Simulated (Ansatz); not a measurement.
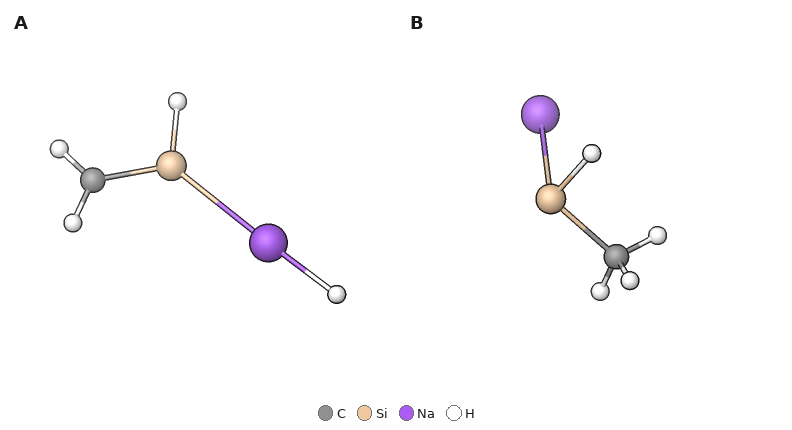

2 stationary structures of one formula. State: charge −1, singlet. Geometries: PBE0-D4/def2-TZVPD. Electronic energies: ωB97M-V/def2-TZVPPD (Ansatz 0.2.0), without zero-point energy. No frequency run is at hand to confirm each as a minimum. Each is one conformer, not always the lowest.

**Which is lowest in energy, and by how much?**

B is lowest (C1); A lies 3.9 kcal/mol above it (Cs).
